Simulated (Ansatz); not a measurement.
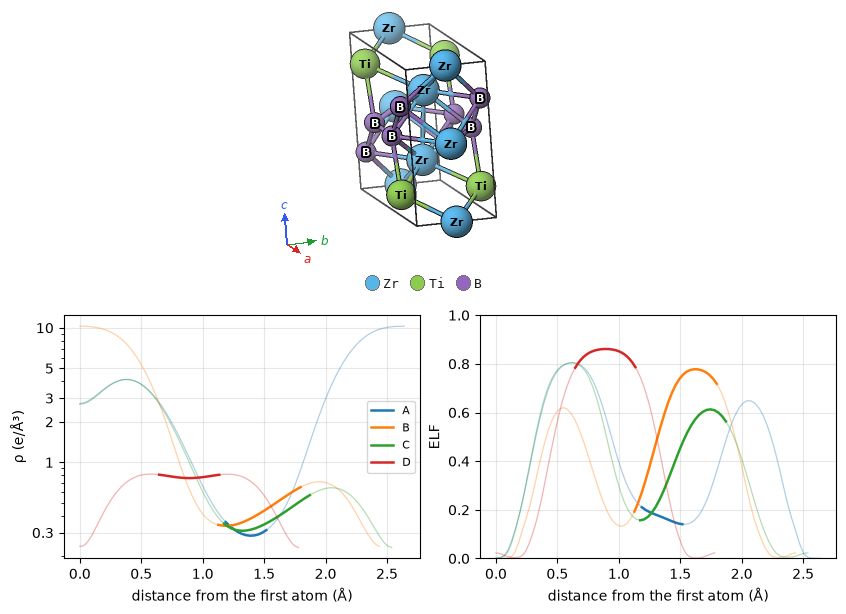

Figure. Zr2TiB2. Valence electron density and electron localisation function along straight lines between neighbouring atoms. Thin, pale parts lie inside the atomic spheres. The structure is drawn too.

Space group P2/m; a structure generated by program, which may or may not match a known phase; changed on purpose from its base cell (the structure that the rattled cell fell into); computed without spin polarisation.

Level of theory: DFT PBE, scalar-relativistic, plane waves, PAW in Ansatz 0.2.0.

In a PAW calculation such maps are meaningful between the atoms, not at the nuclei.

> Which curve belongs to which contact (B–B, Ti–B, Zr–B and Zr–Ti)? The first atom named is at distance zero.

Curve A: Zr–Ti (2.64 Å): ρ at the midpoint is about 0.29 e/Å³; the ELF is about 0.20 at the midpoint; no localised pair shows between them. Curve B: Ti–B (2.44 Å): the density is about 0.34 e/Å³ at the midpoint; the ELF peaks at about 0.80 in the valence shell of B, 0.8 Å from its nucleus, and is about 0.30 at the midpoint. Curve C: Zr–B (2.54 Å): the density is about 0.31 e/Å³ at the midpoint; the ELF peaks at about 0.60 in the valence shell of B, 0.8 Å from its nucleus, and is about 0.20 at the midpoint. Curve D: B–B (1.78 Å): ρ is about 0.76 e/Å³ halfway; the ELF peaks at about 0.85 between the atoms.
